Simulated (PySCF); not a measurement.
Molecule: SMILES [CH3][Ga]([CH3])[Si](C)(C)C (C₅H₁₅GaSi), singlet. Atoms near the plane z = 0.0 Å, at the GFN2-xTB optimised geometry (x, y, z in Å): Ga1 (0.4, -1.0, 0.0), C2 (-0.4, -2.9, 0.0), H3 (-0.2, -3.4, -1.0), H4 (-1.5, -2.9, 0.1), H5 (0.0, -3.5, 0.8), C6 (2.5, -1.0, 0.0), H7 (2.9, 0.0, -0.2), H8 (2.8, -1.7, -0.8), H9 (2.8, -1.4, 1.0), Si10 (-1.0, 1.0, 0.0), C11 (0.2, 2.6, -0.3), H14 (-0.4, 3.5, -0.3), H15 (0.9, 2.7, 0.5).

Method: PySCF with CAM-B3LYP/def2-SVP. Cells within 0.4 Å of a nucleus heavier than hydrogen are left out (blank, or x). The values are rescaled to run from 0 to 1.

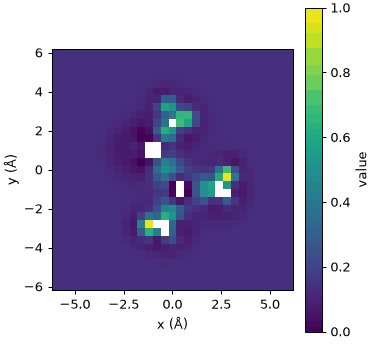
a field on the plane z = 0.0 Å.

Task: Which quantity is mapped?
A) log10 of the electron density
B) Laplacian of the electron density
C) electron localisation function
D) deformation density (molecule minus spherical neutral atoms)

Result: D, deformation density (molecule minus spherical neutral atoms). In full: deformation density (molecule minus spherical neutral atoms) (e/bohr³).
